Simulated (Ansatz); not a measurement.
The starting structures come from a database of crystals and need not be the phases stable at ambient conditions.

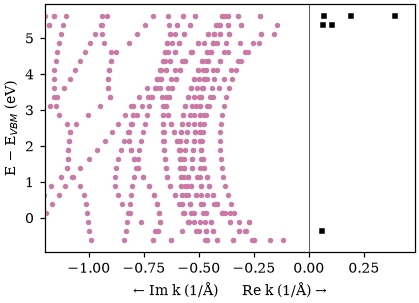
Complex bands at the centre of the two-dimensional zone; r2SCAN in Ansatz (a first-principles code)

The gap is the functional's own, uncorrected, and κ follows it; spin-orbit coupling is left out. Mid-gap means the computed energy nearest the middle.

Question: This is Si3N4 (P31c, 28 atoms a cell, 10.4 Å³ an atom) along the normal of (100). Read off the slowest decay at the centre of the two-dimensional zone at 2.62 eV, the computed energy nearest the middle of the gap.

Answer: κ ≈ 0.40 1/Å, a decay length 1/(2κ) of the density of 1.3 Å.
